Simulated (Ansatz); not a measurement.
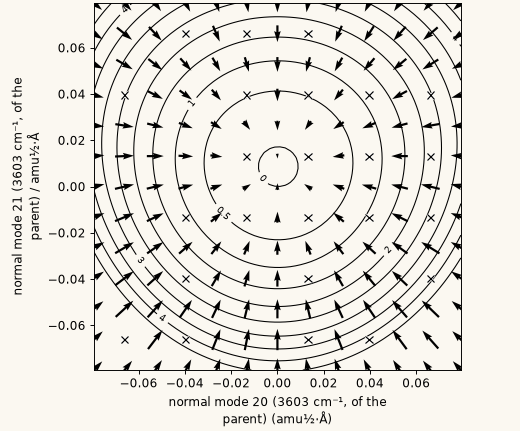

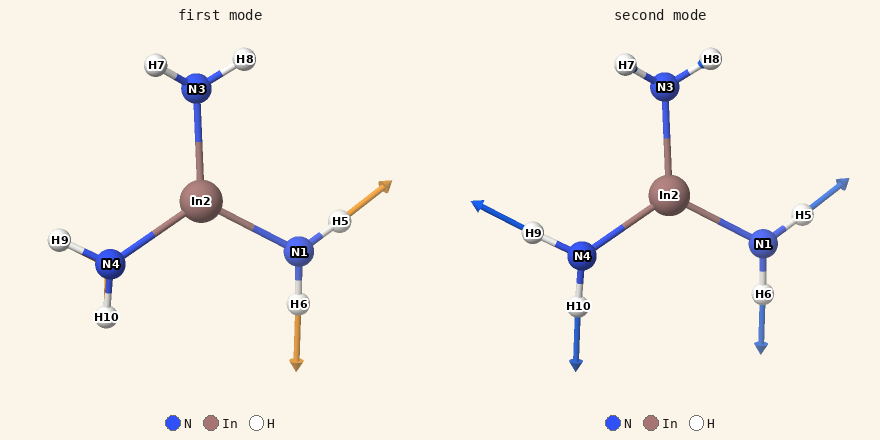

Energy landscape of H6InN3, charge −1, spin multiplicity 2. 
- The first coordinate is: normal mode 20 (3603 cm⁻¹, of the parent); the second: normal mode 21 (3603 cm⁻¹, of the parent).
- Nothing is relaxed (straight displacements along the two mass-weighted modes).
- Grid: 13 × 13 points. At 24 points there is no value.
- Points are written as (first, second).
- Energies are in kcal/mol, from the ion of charge -1 at the geometry of the relaxed parent of charge +0.
- Near the degeneracy a single determinant is a rough description.
- These are results of Ansatz, UKS PBE0-D4/def2-SVPD, not measurements.

Drawn: contour lines labelled in kcal/mol (none above 4.5), crosses at grid points without a value, arrows along the force (downhill), their lengths compressed. Between grid points the surface is interpolated. The second picture is the structure at the lowest point

**Describe this landscape.**

The lowest grid point is at (0.000 amu½·Å, 0.013 amu½·Å), −0.028 kcal/mol from the ion of charge -1 at the geometry of the relaxed parent of charge +0. No other kind of well shows on this grid. The highest grid point, (−0.079 amu½·Å, −0.079 amu½·Å), lies 8.88 kcal/mol above the lowest.

The values on the grid:

```csv
"second ↓, first →",−0.079,−0.066,−0.053,−0.040,−0.026,−0.013,0.000,0.013,0.026,0.040,0.053,0.066,0.079
0.079,4.98,4.17,3.52,3.01,2.65,2.44,2.37,2.44,2.65,3.01,3.50,4.14,4.91
0.066,4.32,3.48,2.79,–,1.88,–,1.58,–,1.87,2.24,2.76,3.42,4.23
0.053,3.81,2.93,2.20,1.65,1.25,1.01,0.93,1.01,1.24,1.62,2.16,2.86,3.71
0.040,3.47,–,1.78,1.20,0.78,–,0.45,–,0.76,–,1.73,–,3.35
0.026,3.29,2.32,1.52,0.91,0.48,0.21,0.12,0.20,0.45,0.87,1.46,2.23,3.16
0.013,3.29,2.27,1.44,0.80,0.34,–,−0.03,–,0.32,–,1.37,–,3.14
0.000,3.47,2.40,1.53,0.86,0.39,0.10,0.00,0.09,0.36,0.82,1.47,2.30,3.32
−0.013,3.84,2.73,1.82,–,0.62,–,0.21,–,0.59,–,1.75,–,3.69
−0.026,4.40,3.24,2.29,1.57,1.04,0.73,0.63,0.72,1.02,1.53,2.23,3.15,4.26
−0.040,5.18,3.97,2.98,–,1.68,1.35,1.24,–,1.66,2.19,2.93,–,5.05
−0.053,6.17,4.91,3.88,3.08,2.52,2.18,2.07,2.18,2.51,3.06,3.84,4.84,6.06
−0.066,7.40,–,5.01,–,3.60,3.24,3.13,–,3.59,–,4.98,6.03,7.31
−0.079,8.86,7.49,6.37,5.51,4.90,4.53,4.41,4.54,4.90,5.51,6.36,7.46,8.79
```

Time for the 145 points that were run: 39 min on 1 thread of Intel(R) Xeon(R) Platinum 8375C CPU @ 2.90GHz (Ice Lake) (shared host).
